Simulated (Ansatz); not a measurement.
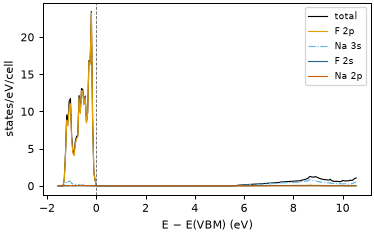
Figure: Total and projected density of states of NaF in space group P6_3/mmc (No. 194; Na on 2d, F on 2c), PBEsol (plane waves, PAW; program Ansatz)

Problem. Which orbitals carry the states next to the gap?

Solution. Top 1 eV of the valence band: F 2p 98 %. Bottom 1 eV of the conduction band: Na 3s 78 %, F 2s 14 %. Projections are on Löwdin-orthogonalised atomic valence shells; empty p or d shells of many metals are not among them.

The start of the workflow was typed in or built on a structure type; neither database checked (COD, Materials Project) lists it. It is not the phase usual at ambient conditions (space group No. 225). The cell was relaxed with PBEsol under the symmetry of its start; phonons on a q-mesh show no instability.

Potentials: the later of the program's two PAW sets.
